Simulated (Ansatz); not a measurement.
# What La3AlC (Pm-3m) distorts into, part 2 of 2

Aim: this structure of La3AlC (Pm-3m) is to be tested for unstable modes, and one is followed downhill.

Ansatz 0.2.0; DFT PBEsol, scalar-relativistic, plane waves, PAW; PAW set soft_1.

So far, highest frequency on the path or at a solved wavevector (cm⁻¹): step 2 (the dispersion) 391. Also lowest frequency on the path (cm⁻¹): step 2 -169.

## (5) Energy along the mode, all amplitudes (two of the runs are shown above)

An imaginary frequency means negative curvature, so the energy should fall and then rise again as anharmonic terms take over.

Numbers from this step:

```yaml
depth_at_the_lowest_point_sampled: 1.115 meV/atom
largest_atomic_shift_at_that_point: 0.14 Å
```

The energy from the parent by largest atomic shift:

| largest atomic shift (Å) | energy from the parent (meV/atom) |
| --- | --- |
| 0.000 | 0 |
| 0.040 | -0.195 |
| 0.080 | -0.658 |
| 0.140 | -1.11 |
| 0.220 | 1.39 |
| 0.320 | 16.9 |

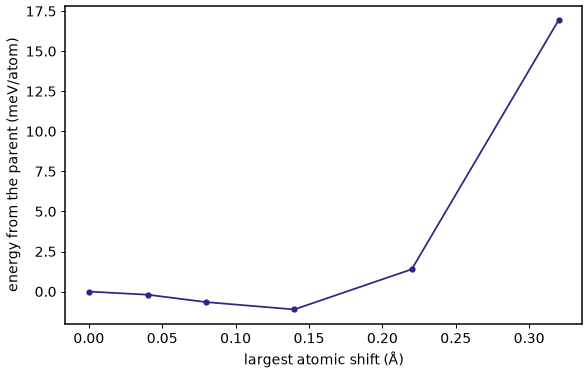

Energy from the parent, plotted against largest atomic shift.

Displacement at unit largest shift by atom:

| atom | x (Å) | y (Å) | z (Å) | size |
| --- | --- | --- | --- | --- |
| La1 | 0.00 | 0.03 | 0.00 | 0.03 |
| La2 | 0.00 | 0.02 | 0.00 | 0.02 |
| La3 | 0.00 | 0.03 | 0.00 | 0.03 |
| Al4 | 0.00 | 0.06 | 0.00 | 0.06 |
| C5 | 0.00 | -1.00 | 0.00 | 1.00 |

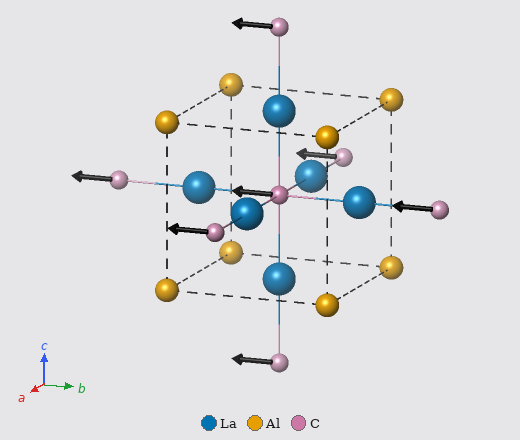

Displacement at unit largest shift as arrows, the longest 1 Å. Some periodic images of atoms are drawn too.

The lowest of the steps tried is at 0.14 Å, 1.11 meV/atom below the parent; the bottom of the well need not coincide with a step.

## (6) Relaxation from the frozen mode

Starting from the lowest point found, all atoms and the cell are let go, so that strain and other modes of the same symmetry can join in.

File input.yaml:

```yaml
crystal:
  lattice:
    - [5.1318379723, 0.0, 0.0]
    - [0.0, 5.1318379723, 0.0]
    - [0.0, 0.0, 5.1318379723]
  atoms:
    - { symbol: La, position: [0.5, 0.5007894359, 0.0] }
    - { symbol: La, position: [0.5, 0.0004873858, 0.5] }
    - { symbol: La, position: [0.0, 0.5007894359, 0.5] }
    - { symbol: Al, position: [0.0, 0.0015067229, 0.0] }
    - { symbol: C, position: [0.5, 0.4727193258, 0.5] }
kpoints:
  mp_grid: { grid: [8, 8, 8] }
hamiltonian:
  xc: pbesol
  pseudopotentials: { kind: paw, azcp: { folder: soft_1 }, xc_functional: pbe }
scf:
  occupations: { method: methfessel_paxton, width: 0.2 }
output:
  forces: true
  stress: true
  eigenvalues: true
relax:
  adjacent_minimum: "off"
  f_tol: 0.002
  max_steps: 120
  cell: { stress_tol: 0.03 }
```

Command:

```bash
$ ansatz run input.yaml --threads 4 --pin off --max-ram 10240MiB --backend cpu --events-out ev --progress --plain --runs-dir out
```

Numbers of over 12 decimals in the logs are rounded to 6 here.

The log of the run:

```text
[...]
Crystal: 5 atoms, lattice volume = 135.151 Å³
Basis set: ecut = 420 eV, 2601 PW (Γ), exchange–correlation on 72×72×72 points (8 copies of the dense FFT grid, shifted against one another)
Bands: 25, of which v1, the nominal top of the filled ones, is band 20 counted from 1 (19 counted from 0)
Symmetry: 8 space group operations
[...]
k-points: 75 of 512 (time reversal used)
[...]
SCF iter   1: F=—  HF=-19257.895880 eV  |F-HF|=—  |Δ(HF+E_count)|=         —  Δρ=4.46e-2  dr2=7.76e0  ethr=3.10e-3  ⟨swp⟩=5.0  Hψ=8748  notcnv=0
[...]
SCF iter   9: F=-19256.448642 eV  HF=-19256.448642 eV  |F-HF|=6.72e-9  |Δ(HF+E_count)|=   2.44e-8  S|Δr|=    0.00e0  Δρ=2.23e-6  dr2=1.19e-8  ethr=2.50e-10  ⟨swp⟩=6.5  Hψ=8364  notcnv=0
SCF 1 converged in 9 iterations: F = -19256.448642 eV  dr2 = 1.19e-8
[...]
relax step   1: F+E_penalty+E_count = -19256.44864190 eV  Δ(F+E_penalty+E_count) = +0.000e0 eV  max|allowed force component| = 8.448e-2 eV/Å  Δτ_max = 0.0000 Å  P = +0.021 GPa  Ω = 135.151 Å³  (9 SCF iters, dr2 threshold 1.00e-7 eV, accepted)
Crystal: 5 atoms, lattice volume = 135.067 Å³
Basis set: ecut = 420 eV, 2617 PW (Γ), exchange–correlation on 72×72×72 points (8 copies of the dense FFT grid, shifted against one another)
[...]
SCF iter   6: F=-19256.449089 eV  HF=-19256.449089 eV  |F-HF|=1.49e-8  |Δ(HF+E_count)|=   2.15e-7  S|Δr|=    0.00e0  Δρ=8.09e-6  dr2=1.12e-7  ethr=1.25e-9  ⟨swp⟩=10.2  Hψ=12231  notcnv=0
SCF 2 converged in 6 iterations: F = -19256.449089 eV  dr2 = 1.12e-7
[...]
relax step   2: F+E_penalty+E_count = -19256.44908914 eV  Δ(F+E_penalty+E_count) = -4.472e-4 eV  max|allowed force component| = 4.197e-1 eV/Å  Δτ_max = 0.0400 Å  P = -0.252 GPa  Ω = 135.067 Å³  energy of the carried Pulay correction = +1.544e-5 eV  (6 SCF iters, dr2 threshold 5.00e-7 eV, accepted)
Crystal: 5 atoms, lattice volume = 135.249 Å³
[...]
SCF iter   6: F=-19256.458110 eV  HF=-19256.458110 eV  |F-HF|=1.00e-8  |Δ(HF+E_count)|=   1.36e-7  S|Δr|=    0.00e0  Δρ=5.87e-6  dr2=6.27e-8  ethr=1.25e-9  ⟨swp⟩=9.7  Hψ=11574  notcnv=0
SCF 3 converged in 6 iterations: F = -19256.458110 eV  dr2 = 6.27e-8
relax step   3: F+E_penalty+E_count = -19256.45810974 eV  Δ(F+E_penalty+E_count) = -9.021e-3 eV  max|allowed force component| = 1.339e-1 eV/Å  Δτ_max = 0.0317 Å  P = -0.129 GPa  Ω = 135.249 Å³  energy of the carried Pulay correction = -1.814e-5 eV  (6 SCF iters, dr2 threshold 5.00e-7 eV, accepted)
[...]
relax step   4: F+E_penalty+E_count = -19256.45935179 eV  Δ(F+E_penalty+E_count) = -1.242e-3 eV  max|allowed force component| = 1.339e-1 eV/Å  Δτ_max = 0.0058 Å  P = -0.060 GPa  Ω = 135.106 Å³  energy of the carried Pulay correction = +8.354e-6 eV  (5 SCF iters, dr2 threshold 5.00e-7 eV, accepted)
[...]
relax step   5: F+E_penalty+E_count = -19256.46231918 eV  Δ(F+E_penalty+E_count) = -2.967e-3 eV  max|allowed force component| = 6.092e-2 eV/Å  Δτ_max = 0.0484 Å  P = +0.109 GPa  Ω = 134.707 Å³  energy of the carried Pulay correction = +8.210e-5 eV  (6 SCF iters, dr2 threshold 5.00e-7 eV, accepted)
[...]
relax step   6: F+E_penalty+E_count = -19256.46314655 eV  Δ(F+E_penalty+E_count) = -8.274e-4 eV  max|allowed force component| = 2.207e-3 eV/Å  Δτ_max = 0.0077 Å  P = -0.015 GPa  Ω = 134.921 Å³  energy of the carried Pulay correction = +4.243e-5 eV  (5 SCF iters, dr2 threshold 2.32e-7 eV, accepted)
[...]
relax step   7: F+E_penalty+E_count = -19256.46316470 eV  Δ(F+E_penalty+E_count) = -1.815e-5 eV  max|allowed force component| = 1.436e-3 eV/Å  Δτ_max = 0.0010 Å  P = -0.007 GPa  Ω = 134.909 Å³  energy of the carried Pulay correction = +4.476e-5 eV  (5 SCF iters, dr2 threshold 7.53e-9 eV, accepted)
[...]
SCF iter   6: F=-19256.463300 eV  HF=-19256.463300 eV  |F-HF|=7.28e-12  |Δ(HF+E_count)|=  7.28e-12  S|Δr|=    0.00e0  Δρ=3.55e-8  dr2=4.01e-12  ethr=1.00e-12  ⟨swp⟩=5.9  Hψ=8572  notcnv=0
SCF 8 converged in 6 iterations: F = -19256.463300 eV  dr2 = 4.01e-12
relax step   8: F+E_penalty+E_count = -19256.46329987 eV  Δ(F+E_penalty+E_count) = -1.352e-4 eV  max|allowed force component| = 1.449e-3 eV/Å  Δτ_max = 0.0000 Å  P = -0.006 GPa  Ω = 134.909 Å³  stress off target by 9.47e-3 GPa  SCF on the basis re-selected at this cell (its energy is not comparable with the rows above)  (6 SCF iters)
basis re-selected at this cell: Δ(F+E_penalty+E_count) = -1.352e-4 eV, ΔP = +0.001 GPa vs the last step (what re-selecting the basis moved, of the pressure what is left beyond the Pulay correction that the steps carried, after the strain that the cell walked since its last selection, with what the two solves' SCF thresholds leave and, on support functions, any second-order correction that the steps lacked; it is no m [...]
SCF converged after 6 iterations
[...]
Free energy (F): -19256.463300 eV
[...]
Internal energy: -19256.466661 eV  (E = F + TS)
E sigma→0 (E₀):  -19256.464140 eV
Entropy (-TS):   0.003361 eV (0.672 meV/atom)
Fermi energy:    9.941109 eV
[...]
--- Forces (eV/Å), atoms counted from 1 ---
  atom   1  La    -0.00000000    -0.00009000     0.00000000
  atom   2  La    -0.00000000    -0.00070389    -0.00000000
  atom   3  La     0.00000000    -0.00009000    -0.00000000
  atom   4  Al     0.00000000     0.00144886     0.00000000
  atom   5  C     -0.00000000    -0.00056505    -0.00000000
  max |Σ_I F_I| component: 7.54e-8 eV/Å
--- Stress (GPa, compression-positive) ---
       -0.009473       0.000000       0.000000
       -0.000000       0.001490      -0.000000
        0.000000      -0.000000      -0.009473
  P = ⅓ Tr σ = -0.0058 GPa (-0.058 kbar)
--- Band table (eV; the first three rows and the last of 75) ---
  k-point 0: bands = [... 16 lower, 9.1245, 9.2442, 9.3155, 9.8024, 10.4125, 10.4125, 10.8538, 10.9963, ... 1 higher]
  k-point 1: bands = [... 16 lower, 9.1015, 9.3156, 9.3811, 9.8381, 10.0800, 10.4224, 10.8745, 10.8756, ... 1 higher]
  k-point 2: bands = [... 16 lower, 8.9547, 9.4956, 9.5070, 9.7367, 9.8215, 10.3206, 10.8994, 11.0551, ... 1 higher]
  k-point 74: bands = [... 16 lower, 6.8225, 10.3628, 10.3628, 10.3684, 10.9714, 10.9714, 11.2586, 11.5602, ... 1 higher]
--- Relaxed structure (7 steps of the walk, 7 accepted, 1 SCFs on fresh bases) ---
  F+E_penalty+E_count = -19256.46329987 eV   max|allowed force component| = 1.449e-3 eV/Å   (the final SCF, on the basis selected at the relaxed cell)
  cell:  # Å, volume = 134.9089 Å³
    - [5.070725, 0, 0]
    - [0, 5.246872, 0.0]
    - [0, 0.0, 5.070725]
  atoms:
    - { symbol: La, position: [0.5, 0.505571, 0.0] }
    - { symbol: La, position: [0.5, 0.00227482, 0.5] }
    - { symbol: La, position: [0, 0.505571, 0.5] }
    - { symbol: Al, position: [0, 0.00417081, 0] }
    - { symbol: C, position: [0.5, 0.458704, 0.5] }
```

Elapsed: 64 s, on 4 threads of Arm Neoverse V2, shared host; peak memory 0.57 GiB; 4.2 min of CPU time.

Relaxation path:

| step | energy less that of the first step (eV) | largest force component (eV/Å) | pressure (GPa) | volume (Å³) |
| --- | --- | --- | --- | --- |
| 1 | 0.0000 | 0.0845 | 0.02 | 135.15 |
| 2 | -0.0004 | 0.4197 | -0.25 | 135.07 |
| 3 | -0.0095 | 0.1339 | -0.13 | 135.25 |
| 4 | -0.0107 | 0.1339 | -0.06 | 135.11 |
| 5 | -0.0137 | 0.0609 | 0.11 | 134.71 |
| 6 | -0.0145 | 0.0022 | -0.02 | 134.92 |
| 7 | -0.0145 | 0.0014 | -0.01 | 134.91 |
| 8* | -0.0147 | 0.0014 | -0.01 | 134.91 |

Relaxation steps marked * repeat the geometry before them on a plane-wave basis chosen anew for their cell, so energy and pressure can jump there.

Forces are held to the 8 operations that the run works with; a distortion that breaks them can't arise in this run.

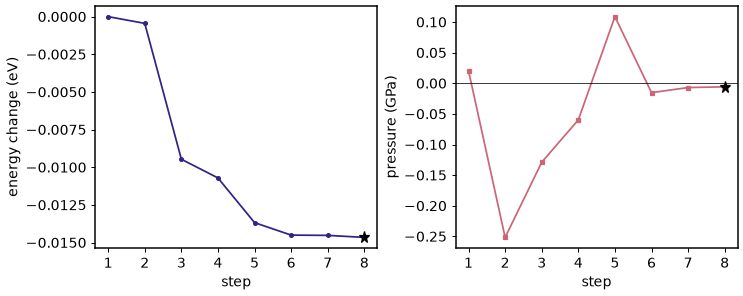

Energy and pressure along the relaxation. Stars mark steps on a basis chosen anew.

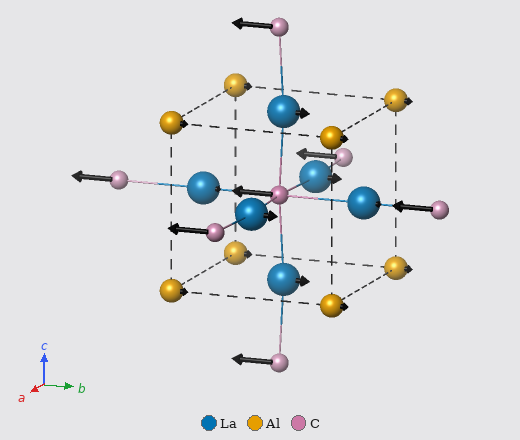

Displacements in the relaxation, exaggerated, measured against the changing cell; the longest in the cell stands for 0.07 Å. Some periodic images of atoms are drawn too.

| conventional cell, symmetrised | before | after | change |
| --- | --- | --- | --- |
| a (Å) | 5.132 | 5.071 | -1.2 % |
| b (Å) | 5.132 | 5.071 | -1.2 % |
| c (Å) | 5.132 | 5.247 | +2.2 % |
| volume (Å³/atom) | 27.03 | 26.98 | -0.2 % |

The atoms that moved most (Å, as changes of fractional coordinates times the final cell):

| atom | dx | dy | dz | length |
| --- | --- | --- | --- | --- |
| C5 | 0.000 | -0.074 | 0.000 | 0.074 |
| La1 | 0.000 | 0.025 | 0.000 | 0.025 |
| La3 | 0.000 | 0.025 | 0.000 | 0.025 |
| Al4 | 0.000 | 0.014 | 0.000 | 0.014 |
| La2 | 0.000 | 0.009 | 0.000 | 0.009 |

Final coordinates:

```xyz
5
Lattice="5.0707 0.0000 0.0000 0.0000 5.2469 0.0000 0.0000 0.0000 5.0707" Properties=species:S:1:pos:R:3 pbc="T T T"
La    2.5354    2.6527    0.0000
La    2.5354    0.0119    2.5354
La    0.0000    2.6527    2.5354
Al    0.0000    0.0219    0.0000
C     2.5354    2.4068    2.5354
```

This step gave:

| Property | Result |
| --- | --- |
| pressure | -0.005819 GPa |
| volume per atom | 26.98 Å³ |

The distorted start has space group P4mm; the relaxation ends in P4mm.

## (7) The new phase in its own primitive cell

The relaxed structure is symmetrised, reduced to its primitive cell and relaxed tightly, as its phonons need.

input.yaml, the sections that differ from step 6:

```yaml
crystal:
  lattice:
    - [5.0707246792, 0.0, 0.0]
    - [0.0, 5.0707246792, 0.0]
    - [0.0, 0.0, 5.2468716763]
  atoms:
    - { symbol: La, position: [0.5, 0.0, 0.4944286553] }
    - { symbol: La, position: [0.5, 0.5, 0.9977251829] }
    - { symbol: La, position: [0.0, 0.5, 0.4944286553] }
    - { symbol: Al, position: [0.0, 0.0, 0.9958291934] }
    - { symbol: C, position: [0.5, 0.5, 0.5412960069] }
relax:
  adjacent_minimum: "off"
  f_tol: 0.001
  max_steps: 60
  cell: { stress_tol: 0.01 }
# kpoints, hamiltonian, scf, output: as in step 6
```

The log of the run:

```text
[...]
Crystal: 5 atoms, lattice volume = 134.909 Å³
Basis set: ecut = 420 eV, 2629 PW (Γ), exchange–correlation on 72×72×72 points (8 copies of the dense FFT grid, shifted against one another)
Bands: 25, of which v1, the nominal top of the filled ones, is band 20 counted from 1 (19 counted from 0)
Symmetry: 8 space group operations
[...]
k-points: 75 of 512 (time reversal used)
[...]
cell:  # Å, volume = 134.8955 Å³
    - [5.070398, 0.0, 0]
    - [0.0, 5.070398, 0.0]
    - [0, 0.0, 5.247027]
  atoms:
    - { symbol: La, position: [0.500000, 0.0, 0.494430] }
    - { symbol: La, position: [0.500000, 0.500000, 0.997747] }
    - { symbol: La, position: [0, 0.500000, 0.494430] }
    - { symbol: Al, position: [0, 0.0, 0.995760] }
    - { symbol: C, position: [0.500000, 0.500000, 0.541342] }
[key lines of the parts left out:]
SCF converged after 6 iterations
Free energy (F): -19256.463299 eV
Fermi energy:    9.942374 eV
P = ⅓ Tr σ = -0.0010 GPa (-0.010 kbar)
```

The job ended after 32 s (4 threads; peak memory 0.56 GiB).

Little changed from the start: no atom moved by 0.005 Å and no cell edge by 0.1 %.

This step gave:

```yaml
pressure: -9.91e-4 GPa
```

The largest force component left is 0.80 meV/Å and the pressure is -0.001 GPa, within the tolerances set. The cell now holds 26.98 Å³/atom.

## (8) Modes of the new phase

A relaxed structure may still be a saddle point, so its zone-centre modes are computed. No field response is asked, since the mesh shows no gap.

input.yaml, the sections that differ from step 7:

```yaml
crystal:
  lattice:
    - [5.0703982499, 0.0, 0.0]
    - [0.0, 5.0703982499, 0.0]
    - [0.0, 0.0, 5.247026627]
  atoms:
    - { symbol: La, position: [0.5, 0.0, 0.4944295895] }
    - { symbol: La, position: [0.5, 0.5, 0.9977468213] }
    - { symbol: La, position: [0.0, 0.5, 0.4944295895] }
    - { symbol: Al, position: [0.0, 0.0, 0.9957601843] }
    - { symbol: C, position: [0.5, 0.5, 0.5413415093] }
output:
  eigenvalues: true
phonons:
  method: dfpt
# kpoints, hamiltonian, scf: as in step 7
# relax: removed
```

The log of the run:

```text
zone centre: on kpoints.mp_grid the ground state, and the responses unless they are solved on pairs of k-points, stand on 125 of the mesh's 512 k-points, reduced under 4 symmetry operations, with k and −k counted as one. Each operation leaves every solved displacement unchanged or reverses it
[...]
Crystal: 5 atoms, lattice volume = 134.895 Å³
Basis set: ecut = 420 eV, 2629 PW (Γ), exchange–correlation on 72×72×72 points (8 copies of the dense FFT grid, shifted against one another)
Bands: 25, of which v1, the nominal top of the filled ones, is band 20 counted from 1 (19 counted from 0)
Symmetry: 8 space group operations
k-points: 125 of 512 (irreducible under 4 space group operations, time reversal used)
[...]
SCF iter   1: F=—  HF=-19257.848810 eV  |F-HF|=—  |Δ(HF+E_count)|=         —  Δρ=4.45e-2  dr2=7.41e0  ethr=3.10e-3  ⟨swp⟩=5.0  Hψ=14605  notcnv=0
[...]
SCF iter  12: F=-19256.463299 eV  HF=-19256.463299 eV  |F-HF|=0.00e0  |Δ(HF+E_count)|=    0.00e0  S|Δr|=    0.00e0  Δρ=2.48e-8  dr2=1.04e-12  ethr=1.00e-12  ⟨swp⟩=18.3  Hψ=24099  notcnv=0
SCF 1 converged in 12 iterations: F = -19256.463299 eV  dr2 = 1.04e-12
[...]
DFPT response loops at Γ: preconditioner auto → Kerker (q_TF=auto, 2.228 Å⁻¹) (partly filled bands, converged f_vac=0.000); β = 1.00, the filter's whole step (`scf.mixing.beta` (0.50) is not read by the response loops under this deck's `scf.mixing.preconditioner`; to damp them name `kerker` or `kerker_dos`, under which they read `scf.mixing.beta`, and type it under 1.00, their step now; both keys bind the ground state too); Broyden in place of MSR1
SCF converged after 12 iterations
[...]
Free energy (F): -19256.463299 eV
[...]
Internal energy: -19256.466668 eV  (E = F + TS)
E sigma→0 (E₀):  -19256.464141 eV
Entropy (-TS):   0.003369 eV (0.674 meV/atom)
Fermi energy:    9.942374 eV
[...]
--- Band table (eV; the first three rows and the last of 125) ---
  k-point 0: bands = [... 16 lower, 9.1254, 9.2454, 9.3166, 9.8031, 10.4144, 10.4144, 10.8548, 10.9977, ... 6 higher]
  k-point 1: bands = [... 16 lower, 8.9993, 9.3553, 9.3848, 9.4418, 10.3705, 10.3705, 10.7762, 11.0008, ... 6 higher]
  k-point 2: bands = [... 16 lower, 9.0692, 9.0692, 9.4590, 9.7754, 10.1886, 10.1886, 10.8226, 11.1565, ... 6 higher]
  k-point 124: bands = [... 16 lower, 6.8236, 10.3642, 10.3642, 10.3698, 10.9722, 10.9722, 11.2604, 11.5613, ... 6 higher]
--- Phonons (Γ-DFPT): 9 representative perturbations + reference, on 125 of 512 k-points (Σ response iterations 29) ---
  k mesh reduced under 4 symmetry operations, with k and −k counted as one. Each operation leaves every solved displacement unchanged or reverses it
  ASR residual: 2.667e-5 → 0.000e0 eV/Å²; symmetrization residual: 2.167e-6 eV/Å²
  ASR residual per site (eV/Å²): 1.15e-5 2.08e-5 1.15e-5 5.18e-6 2.67e-5
[...]
non-analytic LO–TO correction: not included (Born effective charges unavailable; polar crystals: no LO–TO splitting at Γ)
```

Run time: 2.4 min. Hardware: 4 threads; peak memory 2.2 GiB; 9.3 min of CPU time.

Numbers from this step:

```yaml
sum_rule_residual_before_enforcement: 2.67e-5 eV/Å²
point_group: 4mm
highest_optical_mode_at_the_zone_centre_no_lo_to_term: 363.6 cm⁻¹
lowest_optical_zone_centre_mode: -40.18 cm⁻¹
```

Patterns of degenerate modes are one choice out of their space. The modes at Γ (shares of kinetic energy by element, %) (negative means imaginary):

| mode | frequency (cm⁻¹) | symmetry | La % | Al % | C % |
| --- | --- | --- | --- | --- | --- |
| 1 | -40.2 | E | 97 | 0 | 3 |
| 2 | -40.2 | E | 97 | 0 | 3 |
| 3 | 0.0 | acoustic | 91 | 6 | 3 |
| 4 | 0.0 | acoustic | 91 | 6 | 3 |
| 5 | 0.0 | acoustic | 91 | 6 | 3 |
| 6 | 43.8 | B1 | 100 | 0 | 0 |
| 7 | 114.2 | E | 73 | 1 | 27 |
| 8 | 114.2 | E | 73 | 1 | 27 |
| 9 | 125.6 | A1 | 40 | 60 | 0 |
| 10 | 131.6 | E | 5 | 93 | 2 |
| 11 | 131.6 | E | 5 | 93 | 2 |
| 12 | 137.4 | A1 | 64 | 34 | 2 |
| 13 | 174.6 | E | 34 | 1 | 65 |
| 14 | 174.6 | E | 34 | 1 | 65 |
| 15 | 363.6 | A1 | 5 | 0 | 95 |

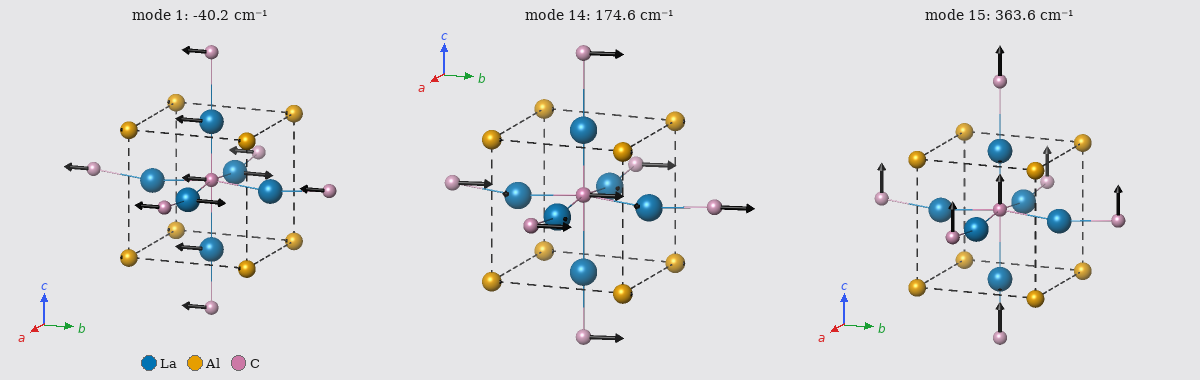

Displacement patterns of modes 1, 14 and 15 at Γ; arrows are exaggerated. Some periodic images of atoms are drawn too.

Before it was imposed, the acoustic sum rule was missed by 2.7e-5 eV/Å². Small misses are needed for a sound result but don't prove that mesh and cutoff are converged. The lowest optical mode is imaginary, 40.2i cm⁻¹, so the energy falls along it.

## (9) What came out

| Quantity | Value |
| --- | --- |
| unstable mode of the parent | q = (0, 0, 0), 169i cm⁻¹ |
| depth at the lowest point sampled | 1.11 meV/atom |
| largest atomic shift at that point | 0.14 Å |
| space group reached (within 0.01 Å) | P4mm |
| energy gained over the parent (first relaxation, on the mesh of the frozen mode) | 4.38 meV/atom |
| volume per atom, phase reached | 27.0 Å³ |
| lowest optical zone-centre mode, phase reached | -40.2 cm⁻¹ |
| highest optical mode at the zone centre (no LO-TO term), phase reached | 364 cm⁻¹ |

In words: Along this mode the structure falls into P4mm, 4.38 meV/atom below the parent. At the parent's cell the well is 1.115 meV/atom deep on the steps tried, with its lowest point at a shift of 0.14 Å. Relaxing atoms and cell changes the gain by +3.27 meV/atom against the lowest step (energies at zero smearing). Most of the total comes from this relaxation. The new phase still has an imaginary mode at the zone centre of its cell, so it is a saddle point on the way to a lower structure. Of the 5 patterns followed to their end from this parent, this one ends 3.11 meV/atom above the lowest, Amm2. Each path keeps the symmetry of its pattern, so a lower phase may lie along a pattern not tried. With no gap, or one that is small against the smearing, the frequencies hang on the k mesh and the smearing, most of all near Kohn anomalies. Spin-orbit coupling is left out, which can matter for the heavy elements here. The PAW files were made for PBE and serve the other functionals too. A phonon run warned that its eigensolver left some bands unconverged in a pass.

[Logs are printed without paths, hosts, clocks, repeated set-up lines and the standing remarks that a program may print on its own settings, such as how far it seeks lower states.]

[Hosts, paths, dates, database ids (printed as entryN), source tags and the programs' standing remarks are cut or masked in the printed files.]
